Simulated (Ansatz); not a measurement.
H5NSi···PH3

Input file:

```
crystal:
  periodic: [false, false, false]
  atoms:
    - { symbol: Si, position_ang: [0.0, 0.0, 0.0] }
    - { symbol: H, position_ang: [0.0, 0.0, 1.81] }
    - { symbol: "N", position_ang: [1.7163, 0.0, -0.6061] }
    - { symbol: H, position_ang: [2.2145, -0.918, -0.7868] }
    - { symbol: H, position_ang: [2.2175, 0.918, -0.7783] }
    - { symbol: H, position_ang: [-0.6877, 1.1914, -0.4862] }
    - { symbol: H, position_ang: [-0.6877, -1.1914, -0.4862] }
    - { symbol: P, position_ang: [-2.3535, 0.0, 0.782] }
    - { symbol: H, position_ang: [-3.1199, -0.8853, -0.0213] }
    - { symbol: H, position_ang: [-2.4033, -0.4268, 2.1354] }
    - { symbol: H, position_ang: [-0.9491, 0.0, 1.8858] }
basis:
  gaussian: { orbitals: cc-pVDZ }
hamiltonian:
  xc: hf
relax:
  f_tol: 0.15
  max_steps: 25
  restrain:
    - { distance: [0, 7], at: 3.38, k: 30.0 }
    - { distance: [10, 1], at: 1.86, k: 30.0 }
    - { distance: [0, 1], at: 1.46, k: 30.0 }
    - { distance: [10, 7], at: 1.42, k: 30.0 }
output:
  orbitals: {}
```

Launched as:

```sh
ansatz run input.yaml --threads 1 --pin off --max-ram 2048MiB --backend cpu --events-out ev --progress --plain --runs-dir out
```

The fields are those of the run's last geometry, not of the input's.

Not at a stationary point (largest force 0.8 eV/Å).

All numbers below come from RHF/cc-pVDZ in Ansatz.

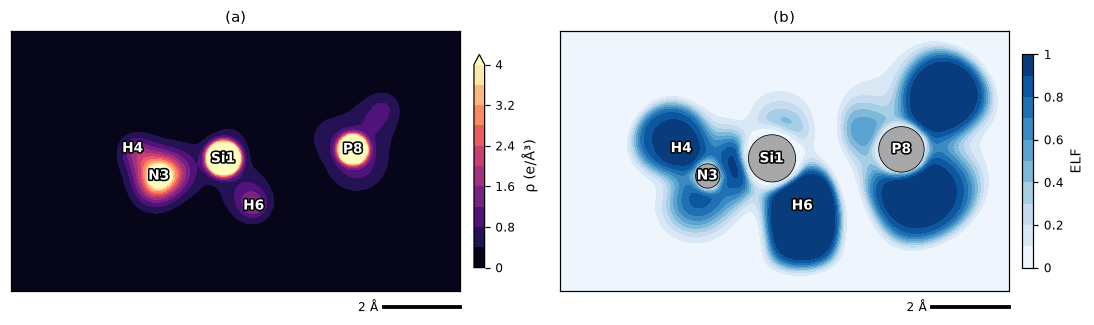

Figure 1. (a) total electron density; (b) ELF on the plane of atoms N3, Si1 and H6. Grey discs cover the atomic cores in the ELF map.

Read the bonding off the picture.

The plane passes through Si, N, H and P nuclei.
Si–N (1.74 Å): ρ is about 1 e/Å³ halfway; the ELF peaks at about 0.90 between the atoms, as expected for a polar covalent bond.
N–H (1.00 Å): ρ is about 2.8 e/Å³ halfway; the ELF climbs to about 1 towards the hydrogen, as it does in any bond to H: an ordinary covalent bond to hydrogen.
Si–H (1.48 Å): ρ at the midpoint is about 0.76 e/Å³; the ELF climbs to about 1 towards the hydrogen.
The ELF also peaks beside P8, away from the bonds: lone-pair regions.

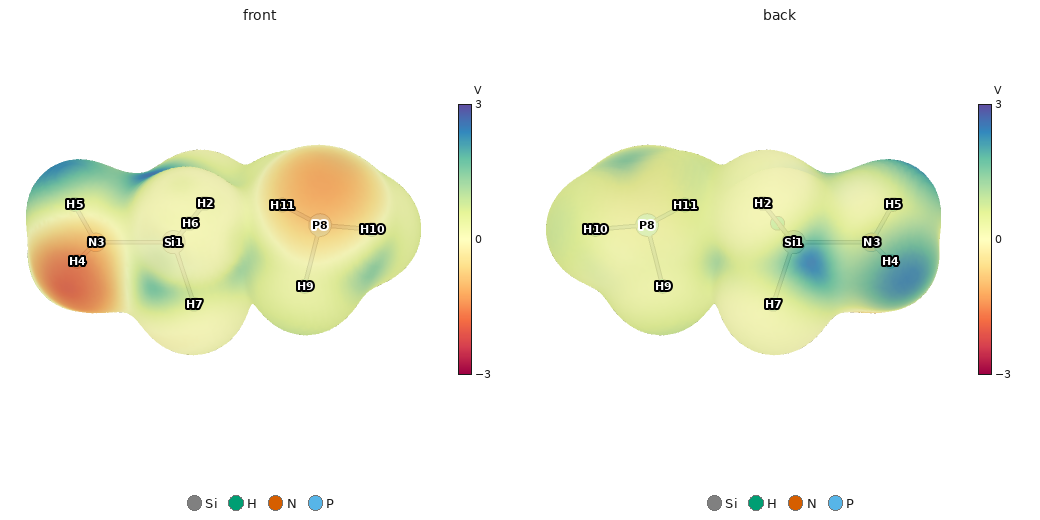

Figure 2. The molecular electrostatic potential painted on the density surface at 0.004 e/bohr³, seen from the front and from behind; the colour scale runs from red (negative) to blue (positive).

Where is the surface potential most negative and most positive?

The most negative region (about −1.8 V) lies over N3, the most positive (about +2.4 V) over Si1. N3 is the likeliest acceptor of a hydrogen bond.

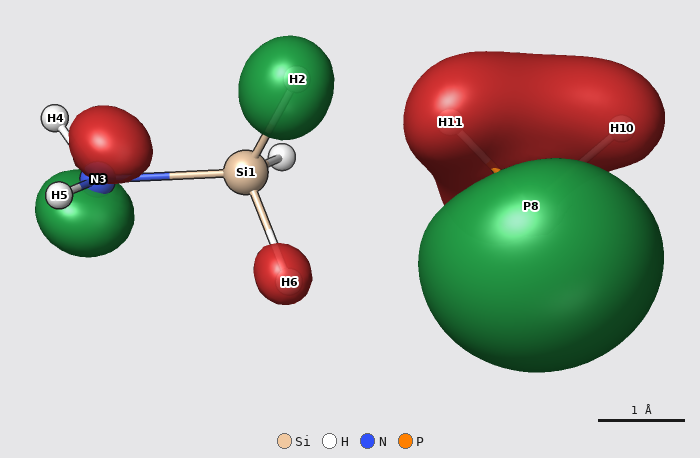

Figure 3. The HOMO at ±0.1 Å⁻³ᐟ² (green and red are the two phases), seen from one side.

Describe this orbital and give its energy.

By Hirshfeld shares it lies mainly on P8 (about 75 %); largely a lone pair of P8. Its energy is −10.13 eV.
